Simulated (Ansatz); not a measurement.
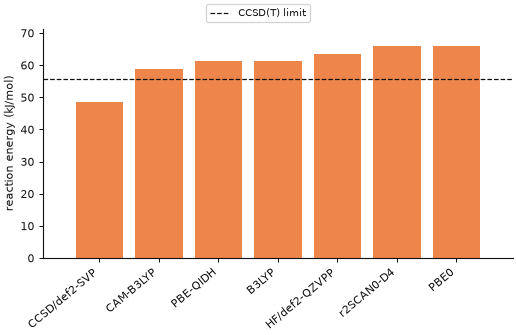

Electronic reaction energy of CH₅InS (C[S][InH2]) + GaNH₄O ([NH2][GaH][OH]) → InGaNH₅O ([OH][GaH][NH][InH2]) + CH₄S (CS) (SMILES in brackets) at several levels (functionals in def2-TZVPP unless a basis is named), isolated molecules at PBE0-D4 triple-zeta geometries, minima by their frequencies, no zero-point or thermal terms, the Ansatz code. The line is frozen-core CCSD(T) at the basis limit (MP2 extrapolated from triple and quadruple zeta, plus CCSD(T) less MP2 in a smaller set). PBE-QIDH holds a correlation term that converges slowly with the basis, so part of the distance to the limit is basis error. No dispersion term is added to CAM-B3LYP, PBE-QIDH, B3LYP and PBE0. The distance of CCSD/def2-SVP to the limit includes basis error. Core potentials past Kr. The limit lies 4.2 kJ/mol from CCSD(T)/def2-TZVPP, so the line itself is uncertain by a part of that.

**What do zero-point energy and temperature add?**

Zero-point change −5.9 kJ/mol; at 298.15 K and 1 bar the CCSD(T) limit plus thermal terms gives an enthalpy of reaction of 49.3 and a free energy of 52.9 kJ/mol (harmonic PBE0-D4 modes, ideal gas).

**What range do the values span, the line included?**

From 48.5 kJ/mol (CCSD/def2-SVP) to 66.0 kJ/mol (PBE0).

Caveats: no scalar relativity up to krypton; outer-core shells are correlated without core-valence functions, which makes the correlated values less sure; spin-orbit coupling is left out, and with In it can shift these values; one conformer of each flexible molecule.
